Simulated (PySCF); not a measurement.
## Electronic structure of C6H11Si (doublet) in real space

```tsv
atom	x (Å)	y (Å)	z (Å)
Si	-2.9773	0.2401	0.2868
C	-1.3685	0.8113	-0.5425
C	-0.2437	-0.1994	-0.3684
C	0.3222	-0.2795	1.0678
C	1.6620	0.2300	0.5540
C	2.1752	-0.7052	-0.4953
C	1.1209	0.2968	-0.8495
H	-2.9138	0.1919	1.7424
H	-3.5001	-0.9931	-0.2899
H	-1.5332	0.9663	-1.6117
H	-1.0440	1.7712	-0.1347
H	-0.5395	-1.1629	-0.7959
H	0.3453	-1.2706	1.5222
H	-0.1675	0.4137	1.7486
H	2.3010	0.9170	1.0850
H	1.9226	-1.7552	-0.4466
H	3.1698	-0.5106	-0.8700
H	1.2599	1.0447	-1.6140
```

Geometry: GFN2-xTB.

Computed with UKS B3LYP, pcH-1 on C H Si, non-relativistic, mean-field spin-orbit, GIAO in PySCF 2.14.0, density-fitted response routines.

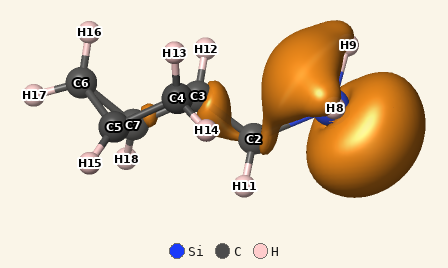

Figure 1. Isosurface of the spin density at +0.015 e/Å³ (orange), seen from one side.

Q: Where is the unpaired spin?

A: The unpaired spin (1 electron) lies mostly on Si1 (about 0.8), in electrons by Hirshfeld's partition.

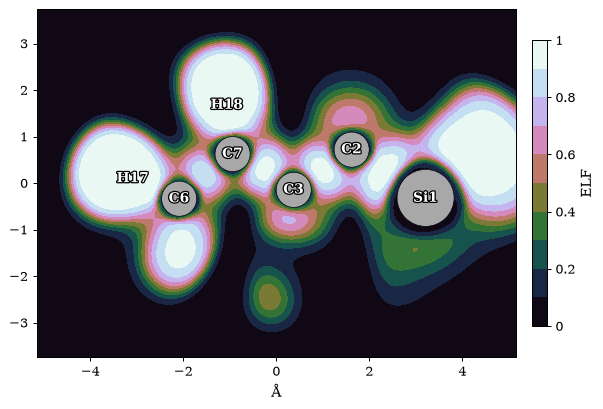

Figure 2. ELF on the plane of atoms C7, C6 and H17. Grey discs cover the atomic cores.

Q: What does the map show?

A: Atoms in the plane: Si, C and H.
C–C (1.52 Å): the ELF peaks at about 0.95 between the atoms (localised, covalent bonding).
C–Si (1.90 Å): the ELF peaks at about 0.95 between the atoms (a covalent bond).
C–H (1.08 Å): the ELF climbs to about 1 towards the hydrogen, as it does in any bond to H; an ordinary covalent bond to hydrogen.

The ELF also peaks beside Si1, away from the bonds: non-bonding electrons, paired or unpaired.

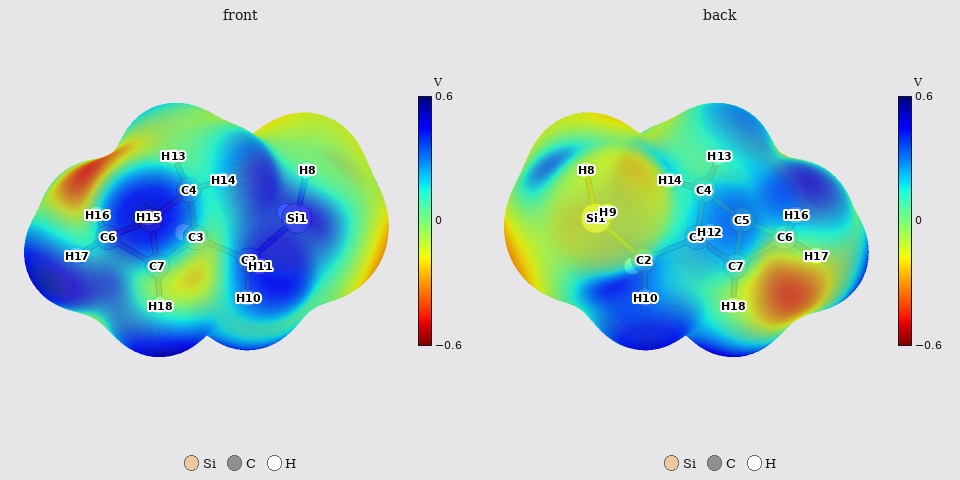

Figure 3. The electrostatic potential painted on the density surface at 0.001 e/bohr³, seen from the front and from behind; the colour scale runs from red (negative) to blue (positive).

Q: Describe the electrostatic potential map.

A: The most negative region (about −0.4 V) lies over C5, C6 and C7, the most positive (about +0.5 V) over H10, H15, H17 and H18.
